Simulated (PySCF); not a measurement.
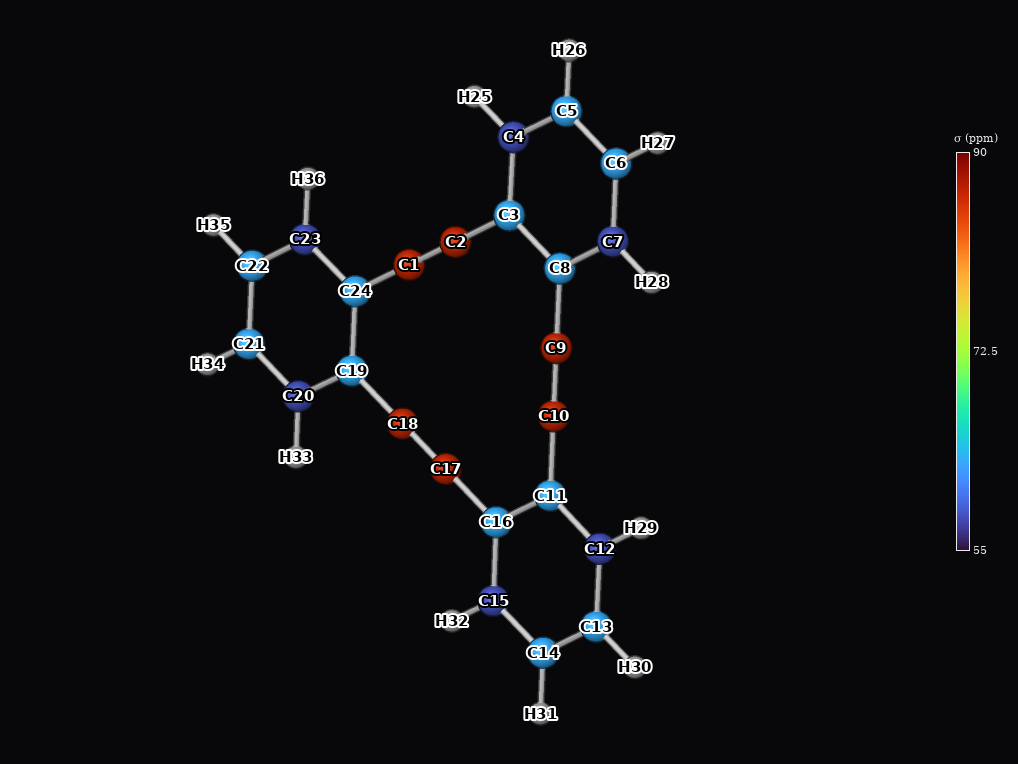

Atoms are coloured by their isotropic NMR shieldings (C only, the others grey). The geometry was computed by an optimisation with GFN2-xTB. No frequency run is at hand to confirm it as a minimum. Level of theory: GIAO KT3/pcSseg-1 NMR shielding, non-relativistic, gas phase (PySCF 2.14.0).

### Which C atom is the most shielded (lowest chemical shift)?

C1, C2, C9, C10, C17, C18 (86.4 ppm).

### Which C atom is the least shielded (highest chemical shift)?

C4, C7, C12, C15, C20, C23 (58.1 ppm).

### How wide is the range of C shifts?

28.3 ppm.

Give the isotropic NMR shieldings of the C atoms atom by atom.

| atom | σ (ppm) |
| --- | --- |
| C1 | 86.4 |
| C2 | 86.4 |
| C3 | 63.0 |
| C4 | 58.1 |
| C5 | 62.9 |
| C6 | 62.9 |
| C7 | 58.1 |
| C8 | 63.0 |
| C9 | 86.4 |
| C10 | 86.4 |
| C11 | 63.0 |
| C12 | 58.1 |
| C13 | 62.9 |
| C14 | 62.9 |
| C15 | 58.1 |
| C16 | 62.9 |
| C17 | 86.4 |
| C18 | 86.4 |
| C19 | 63.0 |
| C20 | 58.1 |
| C21 | 62.9 |
| C22 | 62.9 |
| C23 | 58.1 |
| C24 | 63.0 |
